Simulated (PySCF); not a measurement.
**C3H10NO2Si (doublet): density, localisation and related maps**

```xyz
17

C    -1.2956   -1.1281    0.9918
C    -0.8714   -0.2506   -0.1826
C    -1.9481    0.7740   -0.5290
O     0.3036    0.4451    0.1199
Si    1.8060   -0.1821    0.2972
N     2.7879    1.2366    0.1070
O     2.1890   -1.2814   -0.8444
H    -2.2168   -1.6541    0.7564
H    -0.5109   -1.8501    1.2060
H    -1.4494   -0.5105    1.8734
H    -0.6904   -0.8969   -1.0559
H    -2.8608    0.2707   -0.8365
H    -1.6046    1.4134   -1.3384
H    -2.1554    1.3958    0.3387
H     2.4301    2.0812    0.5237
H     3.7682    1.1425    0.3166
H     2.3117   -0.9935   -1.7538
```

Geometry: GFN2-xTB.

Theory: PySCF, UKS B3LYP, pcH-1 on C H N O Si, non-relativistic, mean-field spin-orbit, GIAO.

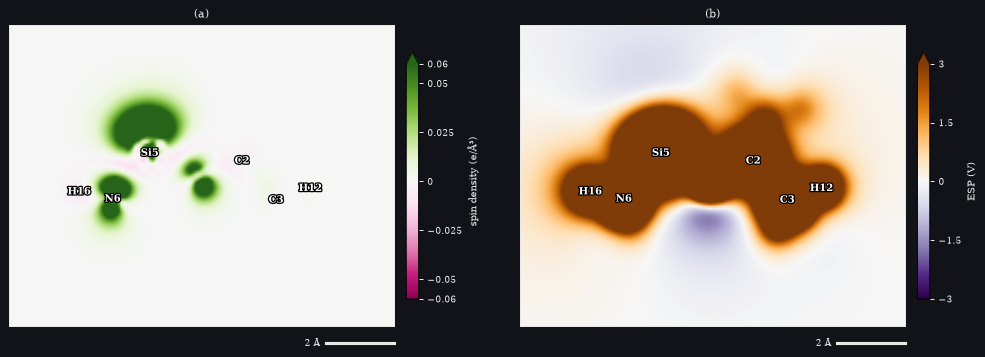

Figure 1. (a) spin density; (b) molecular electrostatic potential on the plane of atoms Si5, N6 and H16.

### Describe what can be read from this map.

- Atoms in the plane: C, Si, N and H.
- The unpaired spin (1 electron) lies mostly on Si5 (about 0.7), N6 (about 0.1) and O4 (about 0.1), in electrons by Hirshfeld's partition.
- Outside the dense part of the molecule the potential is most negative (−1.7 V) near O4, which lies off the plane.

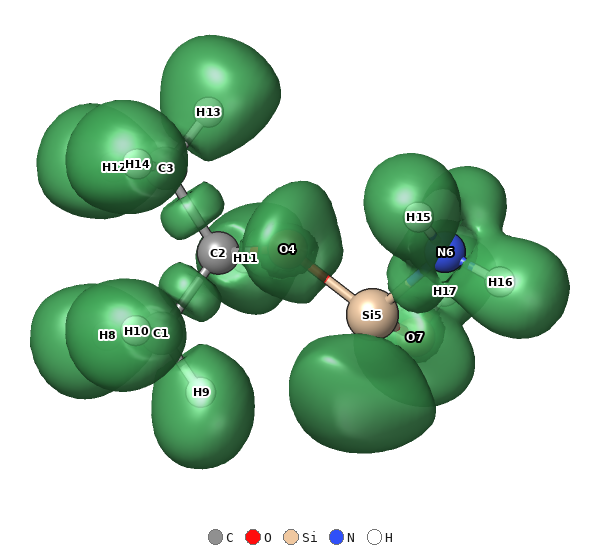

Figure 2. Isosurface of the ELF at 0.75 (green), seen at a tilt. Core shells and regions of very low density are left out.

### What do the ELF domains correspond to?

The surface consists of two regions between bonded C–C atoms (shared pairs), seven regions around hydrogen nuclei, one region on O in which the atom's valence shell and bonds are merged, one lobe on Si, pointing away from the bonds (non-bonding electrons), one joined region spread over several atoms (H, N), in which their bonds and any lone pairs are merged and one joined region spread over several atoms (H, O), in which their bonds and any lone pairs are merged. Along the contacts the grid gives the following. C–O (1.40 Å): the ELF peaks at about 0.90 between the atoms (a polar covalent bond). C–C (1.53 Å): the ELF peaks at about 0.95 between the atoms, as expected for localised, covalent bonding.

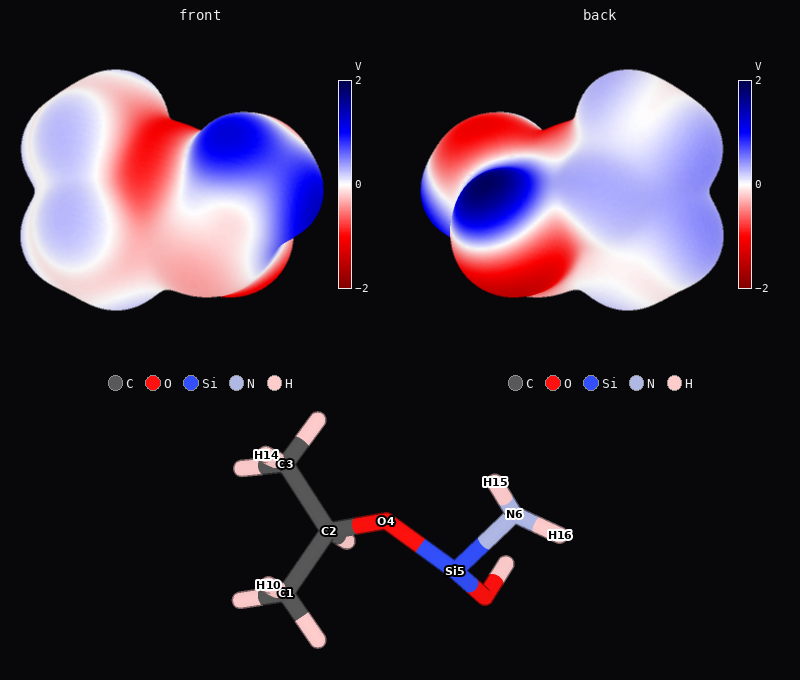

Figure 3. The molecular electrostatic potential painted on the density surface at 0.001 e/bohr³, seen from the front and from behind; red is negative and blue positive. The bare structure is drawn below in the same view.

### Which sites attract a positive test charge, and which a negative one?

A positive charge is drawn to the negative regions and a negative charge to the positive ones. The most negative region (about −1.4 V) lies over O7, the most positive (about +1.8 V) over H17. O7 is the likeliest acceptor of a hydrogen bond.
